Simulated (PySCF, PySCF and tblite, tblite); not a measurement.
**C7H7FO: conformers and averaged spectra**

Aim: find the conformers of C7H7FO (`COc1ccc(F)cc1`), weigh them, and average their properties.

Computed with tblite 0.8.0 (tight binding) and PySCF 2.14.0 (DFT, with response routines of our own); each step states its level. Atoms count from 0 throughout.

### Step 1. The molecule as given

16 atoms, charge 0, multiplicity 1; geometry from: MMFF94s geometry.

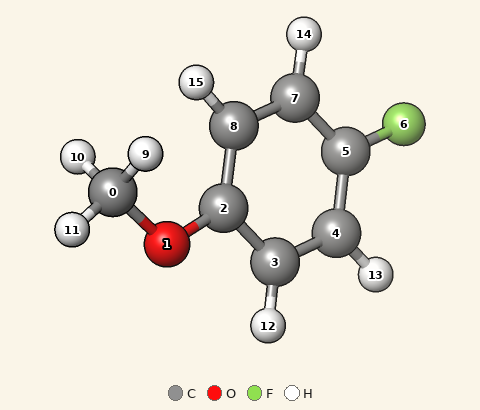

The starting geometry (carbon grey, oxygen red, fluorine green, hydrogen white), atoms numbered.

### Step 2. GFN2-xTB relaxation, conformer 1

Job settings and geometry (Å):

```
{"job": {"xc": "GFN2-xTB", "basis": "xTB", "kind": "relax"}, "charge": 0, "multiplicity": 1}
C      2.692200     0.033000     0.315700
O      1.634200     0.947300    -0.023200
C      0.384400     0.424000    -0.094900
C     -0.614600     1.370000    -0.434100
C     -1.949600     0.970500    -0.537700
C     -2.294200    -0.357800    -0.338400
F     -3.567500    -0.734800    -0.452800
C     -1.314100    -1.294300    -0.005700
C      0.021700    -0.910300     0.110700
H      2.524500    -0.401300     1.313400
H      2.783100    -0.744400    -0.448200
H      3.616700     0.597500     0.345500
H     -0.344600     2.403500    -0.578100
H     -2.713200     1.693400    -0.801400
H     -1.614000    -2.323900     0.151000
H      0.747200    -1.663500     0.377100
```

The run is started by

```console
$ OMP_NUM_THREADS=1 python ens_run.py task.json out
```

One launch serves the whole session.

The program printed:

```text
step      E/eV     max force
  0    -743.95858    1.349
  1    -744.00548    0.450
  2    -744.01475    0.243
  3    -744.02098    0.200
  4    -744.02401    0.162
  5    -744.02577    0.123
  6    -744.02717    0.106
  7    -744.02825    0.102
  8    -744.02881    0.061
  9    -744.02900    0.038
 10    -744.02900    0.038
 11    -744.02905    0.024
 12    -744.02912    0.016
 13    -744.02913    0.014
 14    -744.02916    0.008
 15    -744.02916    0.007
 16    -744.02917    0.007
 17    -744.02918    0.009
 18    -744.02919    0.008
 19    -744.02919    0.007
 20    -744.02920    0.006
 21    -744.02920    0.007
 22    -744.02921    0.006
 23    -744.02921    0.005
 24    -744.02922    0.005
 25    -744.02922    0.005
 26    -744.02922    0.003
```

Wall time 0.27 s (1 thread of Arm Neoverse N1, shared host).

Gain 0.071 eV; displacement 0.02 Å root mean square.

### Step 3. Shieldings, conformer 1: B97-2/pcSseg-1 in tetrahydrofuran

Job settings and geometry (Å):

```
{"job": {"xc": "B97-2", "basis": "pcSseg-1", "solvent": "tetrahydrofuran", "kind": "nmr", "pop": true}, "charge": 0, "multiplicity": 1}
C      2.677394     0.031420     0.317519
O      1.633059     0.917230    -0.007395
C      0.367147     0.427974    -0.097541
C     -0.620227     1.360618    -0.425627
C     -1.938612     0.977134    -0.544473
C     -2.270146    -0.350681    -0.333398
F     -3.561689    -0.734998    -0.448997
C     -1.314111    -1.290640    -0.008302
C      0.009873    -0.900521     0.110425
H      2.530121    -0.419652     1.304046
H      2.782730    -0.758893    -0.432612
H      3.582296     0.636667     0.330749
H     -0.324305     2.385170    -0.583394
H     -2.707589     1.689418    -0.797076
H     -1.602185    -2.317749     0.150879
H      0.748647    -1.643554     0.364217
```

The program printed:

```text
coarse grid: 14120 points
cycle   1  E = -445.6739013251  dE =  1.552e+00  |g| = 6.601e-01  |ddm| = 3.885e+00
cycle   2  E = -445.6145771247  dE =  5.932e-02  |g| = 8.981e-01  |ddm| = 1.306e+00
cycle   3  E = -445.7492658633  dE = -1.347e-01  |g| = 1.187e-01  |ddm| = 8.008e-01
cycle   4  E = -445.7520565459  dE = -2.791e-03  |g| = 3.794e-02  |ddm| = 1.203e-01
cycle   5  E = -445.7523552787  dE = -2.987e-04  |g| = 1.164e-02  |ddm| = 3.922e-02
cycle   6  E = -445.7523860369  dE = -3.076e-05  |g| = 3.058e-03  |ddm| = 1.307e-02
cycle   7  E = -445.7523881546  dE = -2.118e-06  |g| = 9.216e-04  |ddm| = 3.378e-03
final grid: 138872 points
cycle   8  E = -445.8117740539  dE = -7.209e-05  |g| = 8.561e-03  |ddm| = 5.525e-02
cycle   9  E = -445.8117604544  dE =  1.360e-05  |g| = 1.260e-02  |ddm| = 1.469e-02
cycle  10  E = -445.8117848002  dE = -2.435e-05  |g| = 6.589e-04  |ddm| = 9.515e-03
cycle  11  E = -445.8117848711  dE = -7.095e-08  |g| = 3.233e-04  |ddm| = 8.030e-04
cycle  12  E = -445.8117848880  dE = -1.691e-08  |g| = 8.034e-05  |ddm| = 3.113e-04
cycle  13  E = -445.8117848894  dE = -1.374e-09  |g| = 1.549e-05  |ddm| = 7.254e-05
cycle  14  E = -445.8117848894  dE = -4.309e-11  |g| = 6.049e-06  |ddm| = 1.676e-05
converged SCF energy = -445.8117848894

GIAO shielding tensors (ppm)
atom      isotropic    diamagn.    paramagn.     s11        s22        s33       span
  0 C      129.912     245.217    -115.305    101.934    109.856    177.947     76.013
  1 O      233.436     398.091    -164.655    133.516    277.817    288.974    155.458
  2 C       26.302     255.457    -229.154    -51.601     15.201    115.308    166.909
  3 C       64.641     254.157    -189.516    -18.843     49.791    162.976    181.819
  4 C       66.630     255.736    -189.106    -17.106     49.605    167.390    184.495
  5 C       23.136     256.425    -233.289    -54.834     40.830     83.411    138.245
  6 F      308.394     478.901    -170.507    239.629    323.200    362.354    122.724
  7 C       67.375     255.550    -188.176    -16.973     51.070    168.027    185.000
  8 C       74.413     259.078    -184.665     -8.816     51.540    180.514    189.330
  9 H       27.927      29.634      -1.707     24.541     25.558     33.681      9.140
 10 H       27.930      29.462      -1.532     24.547     25.562     33.682      9.135
 11 H       27.450      27.566      -0.116     22.996     26.022     33.332     10.336
 12 H       24.541      31.820      -7.279     20.516     24.964     28.143      7.627
 13 H       24.391      29.233      -4.843     20.788     25.338     27.045      6.256
 14 H       24.391      30.057      -5.666     20.744     25.132     27.298      6.554
 15 H       24.820      33.688      -8.867     20.353     24.927     29.181      8.828
```

Wall time 58 s (1 thread of Arm Neoverse N1, shared host); peak memory 0.97 GiB.

Key values: HOMO -6.23 eV, LUMO -0.53 eV; dipole 3.05 D.

Orbitals, density, ELF and potential are computed afterwards from the orbital file.

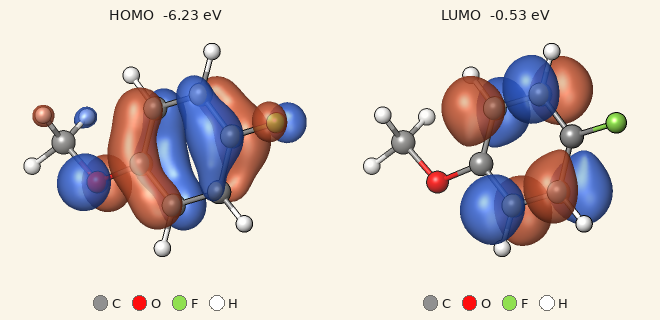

Frontier orbitals at B97-2/pcSseg-1; each surface holds 70 % of the orbital's density, blue and red mark the sign.

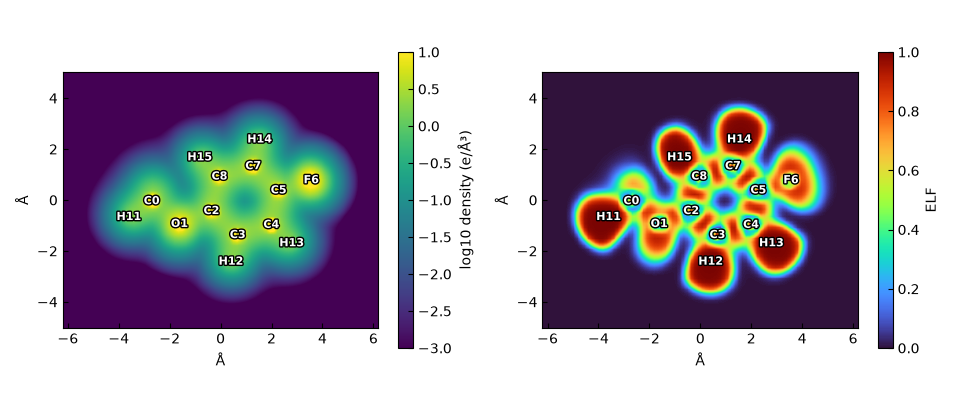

Density (left) and ELF (right) in a plane through or near 14 of the atoms.

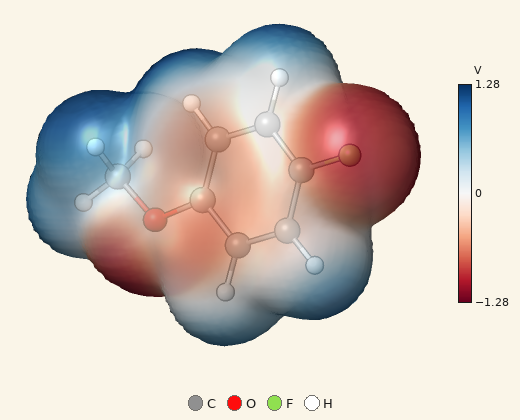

Electrostatic potential on the surface of density 0.002 e/bohr³; red is low, blue high. It runs, from the 1st to the 99th percentile, from -1.07 V near O1 to 1.28 V near H15.

### Step 4. Single-point energy, conformer 1: PBE0/def2-SVP in tetrahydrofuran

The job, as its differences from that of step 3:

```diff
@@ -1,2 +1,2 @@
-{"job": {"xc": "B97-2", "basis": "pcSseg-1", "solvent": "tetrahydrofuran", "kind": "nmr", "pop": true}, "charge": 0, "multiplicity": 1}
+{"job": {"xc": "PBE0", "basis": "def2-SVP", "solvent": "tetrahydrofuran", "kind": "sp"}, "charge": 0, "multiplicity": 1}
 C      2.677394     0.031420     0.317519
```

The program printed:

```text
coarse grid: 14120 points
cycle   1  E = -445.0480099039  dE =  1.531e+00  |g| = 6.196e-01  |ddm| = 4.845e+00
cycle   2  E = -445.0045602586  dE =  4.345e-02  |g| = 8.027e-01  |ddm| = 1.355e+00
cycle   3  E = -445.1183869409  dE = -1.138e-01  |g| = 1.016e-01  |ddm| = 7.890e-01
cycle   4  E = -445.1204263627  dE = -2.039e-03  |g| = 3.511e-02  |ddm| = 1.240e-01
cycle   5  E = -445.1206978698  dE = -2.715e-04  |g| = 1.024e-02  |ddm| = 4.269e-02
cycle   6  E = -445.1207222937  dE = -2.442e-05  |g| = 2.493e-03  |ddm| = 1.361e-02
cycle   7  E = -445.1207237380  dE = -1.444e-06  |g| = 6.924e-04  |ddm| = 3.315e-03
final grid: 138872 points
cycle   8  E = -445.1901196470  dE = -3.377e-05  |g| = 1.086e-02  |ddm| = 5.140e-02
cycle   9  E = -445.1900965309  dE =  2.312e-05  |g| = 1.577e-02  |ddm| = 2.290e-02
cycle  10  E = -445.1901446682  dE = -4.814e-05  |g| = 1.375e-03  |ddm| = 1.388e-02
cycle  11  E = -445.1901451035  dE = -4.353e-07  |g| = 2.132e-04  |ddm| = 1.650e-03
cycle  12  E = -445.1901451115  dE = -8.035e-09  |g| = 1.057e-04  |ddm| = 3.692e-04
cycle  13  E = -445.1901451139  dE = -2.429e-09  |g| = 2.321e-05  |ddm| = 1.341e-04
cycle  14  E = -445.1901451140  dE = -1.181e-10  |g| = 8.538e-06  |ddm| = 3.174e-05
converged SCF energy = -445.1901451140
```

Wall time 17 s (1 thread of Arm Neoverse N1, shared host); peak memory 0.75 GiB.

Key values: HOMO -6.37 eV, LUMO -0.37 eV; dipole 2.91 D.

### Step 5. Couplings, conformer 1: B3LYP/pcJ-1+6-31G*

The job, as its differences from that of step 4:

```diff
@@ -1,2 +1,2 @@
-{"job": {"xc": "PBE0", "basis": "def2-SVP", "solvent": "tetrahydrofuran", "kind": "sp"}, "charge": 0, "multiplicity": 1}
+{"job": {"xc": "B3LYP", "basis": {"default": "6-31G*", "H": "pcJ-1", "F": "pcJ-1"}, "nuclei": ["H", "F", "P", "Si", "B"], "kind": "j"}, "charge": 0, "multiplicity": 1}
 C      2.677394     0.031420     0.317519
```

The program printed:

```text
coarse grid: 14120 points
cycle   1  E = -445.9777022655  dE =  1.545e+00  |g| = 6.967e-01  |ddm| = 3.967e+00
cycle   2  E = -445.8950204540  dE =  8.268e-02  |g| = 9.882e-01  |ddm| = 1.400e+00
cycle   3  E = -446.0654576618  dE = -1.704e-01  |g| = 1.570e-01  |ddm| = 8.992e-01
cycle   4  E = -446.0707515905  dE = -5.294e-03  |g| = 4.899e-02  |ddm| = 1.848e-01
cycle   5  E = -446.0712432954  dE = -4.917e-04  |g| = 1.936e-02  |ddm| = 5.977e-02
cycle   6  E = -446.0713385422  dE = -9.525e-05  |g| = 4.711e-03  |ddm| = 2.332e-02
cycle   7  E = -446.0713437475  dE = -5.205e-06  |g| = 1.884e-03  |ddm| = 5.933e-03
final grid: 138872 points
cycle   8  E = -446.0147842685  dE = -7.208e-05  |g| = 8.170e-03  |ddm| = 3.619e-02
cycle   9  E = -446.0147701632  dE =  1.411e-05  |g| = 1.183e-02  |ddm| = 1.582e-02
cycle  10  E = -446.0147991327  dE = -2.897e-05  |g| = 1.420e-03  |ddm| = 1.003e-02
cycle  11  E = -446.0147995386  dE = -4.059e-07  |g| = 2.490e-04  |ddm| = 1.388e-03
cycle  12  E = -446.0147995477  dE = -9.140e-09  |g| = 1.515e-04  |ddm| = 2.993e-04
cycle  13  E = -446.0147995526  dE = -4.884e-09  |g| = 3.277e-05  |ddm| = 1.499e-04
cycle  14  E = -446.0147995528  dE = -2.409e-10  |g| = 1.415e-05  |ddm| = 4.458e-05
converged SCF energy = -446.0147995528

Indirect spin-spin couplings (Hz)
  i      j    bonds     total        FC       PSO       DSO        SD
  6 F   11 H    7     -0.432    -0.073     0.501    -0.797    -0.064
  6 F   12 H    4      3.835     4.485     0.833    -1.355    -0.128
  6 F   13 H    3      7.952    11.073    -2.198    -0.072    -0.851
  6 F   14 H    3      7.984    11.306    -2.384    -0.065    -0.873
  6 F   15 H    4      3.280     4.013     0.726    -1.305    -0.154
  9 H   10 H    2     -8.964    -8.462     1.900    -2.402         -
  9 H   11 H    2    -12.573   -11.983     1.972    -2.562         -
  9 H   12 H    5     -0.447    -0.080     0.796    -1.163         -
  9 H   13 H    6     -0.327     0.009     0.635    -0.971         -
  9 H   15 H    5      0.426    -0.288    -1.444     2.158         -
 10 H   11 H    2    -12.590   -12.000     1.971    -2.561         -
 10 H   12 H    5     -0.447    -0.080     0.794    -1.160         -
 10 H   13 H    6     -0.327     0.009     0.634    -0.970         -
 10 H   15 H    5      0.425    -0.289    -1.443     2.157         -
 11 H   12 H    5     -0.158     0.067     0.539    -0.764         -
 11 H   13 H    6     -0.241     0.073     0.639    -0.952         -
 11 H   14 H    6     -0.182     0.146     0.695    -1.023         -
 11 H   15 H    5     -0.414    -0.050     0.806    -1.170         -
 12 H   13 H    3     10.264    10.465     0.121    -0.322         -
 12 H   14 H    5     -0.299     0.363     1.200    -1.861         -
 12 H   15 H    4      2.450     3.139     1.276    -1.965         -
 13 H   14 H    4      2.399     3.064     1.338    -2.004         -
 13 H   15 H    5     -0.361     0.296     1.172    -1.830         -
 14 H   15 H    3     10.337    10.466    -0.016    -0.113         -
```

It took 63 s on 1 thread of Arm Neoverse N1, shared host; peak memory 1 GiB.

This run: HOMO -5.95 eV, LUMO -0.27 eV; dipole 2.54 D.

### Step 6. Boltzmann average: properties at B97-2/pcSseg-1 in tetrahydrofuran

Job settings and geometry (Å):

```
{"job": {"study": "conf", "smiles": "COc1ccc(F)cc1", "search": {"seed": 9943, "n_embed": 60, "ff_keep": 14, "window": 3.0, "nmax": 9, "temps": [220, 260, 298.15, 340, 380], "t_ref": 298.15, "order": 0.001}, "level": {"nmr": {"xc": "B97-2", "basis": "pcSseg-1", "solvent": "tetrahydrofuran"}, "sp": {"xc": "PBE0", "basis": "def2-SVP", "solvent": "tetrahydrofuran"}, "j": {"xc": "B3LYP", "basis": {"default": "6-31G*", "H": "pcJ-1", "F": "pcJ-1"}, "nuclei": ["H", "F", "P", "Si", "B"]}}, "kind": "conf"}, "charge": 0, "multiplicity": 1}
C      2.677394     0.031420     0.317519
O      1.633059     0.917230    -0.007395
C      0.367147     0.427974    -0.097541
C     -0.620227     1.360618    -0.425627
C     -1.938612     0.977134    -0.544473
C     -2.270146    -0.350681    -0.333398
F     -3.561689    -0.734998    -0.448997
C     -1.314111    -1.290640    -0.008302
C      0.009873    -0.900521     0.110425
H      2.530121    -0.419652     1.304046
H      2.782730    -0.758893    -0.432612
H      3.582296     0.636667     0.330749
H     -0.324305     2.385170    -0.583394
H     -2.707589     1.689418    -0.797076
H     -1.602185    -2.317749     0.150879
H      0.748647    -1.643554     0.364217
```

The program printed:

```text
conformer  sym    E(xTB)   E(DFT)   G(298.15 K)  weight  dipole/D
    1     Cs      0.000    0.000    0.000   1.0000    2.910

mean shielding (ppm) by class
class atoms           220 K      260 K   298.15 K      340 K      380 K
  0 C  0            129.912    129.912    129.912    129.912    129.912
  1 O  1            233.436    233.436    233.436    233.436    233.436
  2 C  2             26.302     26.302     26.302     26.302     26.302
  3 C  3,8           69.527     69.527     69.527     69.527     69.527
  4 C  4,7           67.002     67.002     67.002     67.002     67.002
  5 C  5             23.136     23.136     23.136     23.136     23.136
  6 F  6            308.394    308.394    308.394    308.394    308.394
  7 H  9,10,11       27.769     27.769     27.769     27.769     27.769
  8 H  12,15         24.681     24.681     24.681     24.681     24.681
  9 H  13,14         24.391     24.391     24.391     24.391     24.391
```

Wall time 2.3 min (1 thread of Arm Neoverse N1, shared host). This counts the runs that the step sums up.

The search (ETKDG, MMFF94s, GFN2-xTB) embedded 60 structures, kept 1 distinct ones after the force field and 1 after xTB; 1 was carried on (window 3.0 kcal/mol at the search's own energies). Energies: PBE0/def2-SVP in tetrahydrofuran with D3(BJ).

Conformer by conformer (298 K):

```csv
no.,group,mirror pair,ΔE xTB,ΔE DFT,ΔG,weight (%),μ (D),C0–O1–C2–C3 (°),"A, B, C (GHz)"
1,Cs,no,0.00,0.00,0.00,100.0,2.91,-180,"4.96, 0.97, 0.82"
```

Energies in kcal/mol. ΔG holds xTB vibrations and rotation, symmetry numbers and mirror pairs.

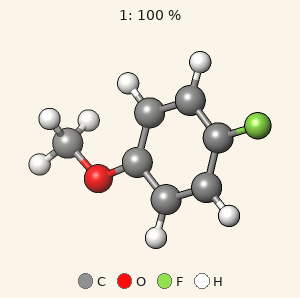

The one conformer.

Shifts against references run at the same level (¹H TMS 31.80, ¹³C TMS 186.9 ppm of shielding), by class of atoms, at 298 K:

```csv
atoms,environment,average
C5,aromatic carbon bearing fluorine,163.8
C2,aromatic carbon bearing oxygen,160.6
"C4, C7",aromatic CH,119.9
"C3, C8",aromatic CH,117.4
C0,methyl carbon bonded to O,57.0
"H13, H14",hydrogen on an aromatic CH,7.41
"H12, H15",hydrogen on an aromatic CH,7.12
"H9, H10, H11",hydrogen on a methyl carbon bonded to O,4.03
O1,ether oxygen,233.4 (σ)
F6,aryl fluorine,308.4 (σ)
```

Couplings (Hz, B3LYP/pcJ-1+6-31G*; one pair named for each class), from conformers that hold 100 % of the weight:

```csv
pair,bonds,average
H9–H10,2,-11.4
H12–H13,3,10.3
F6–H13,3,8.0
F6–H12,4,3.6
H12–H15,4,2.5
H13–H14,4,2.4
```

Effective distances for nuclear Overhauser effects, ⟨r⁻⁶⟩^(−1/6) over all pairs of two classes (Å): H12···H13 2.77; H9···H12 2.80.

### Step 7. Outcome

| quantity | value |
| --- | --- |
| conformers | 1; the first in weight is no. 1 (Cs), 100 % at 298 K |
| root-mean-square dipole | 2.91 D |
| averaged ¹³C shifts (B97-2/pcSseg-1 in tetrahydrofuran) | 163.8, 160.6, 119.9, 117.4, 57.0 ppm |
| averaged ¹H shifts (B97-2/pcSseg-1 in tetrahydrofuran) | 7.41, 7.12, 4.03 ppm |

The search found one conformer in the window, so the averages are its own values.
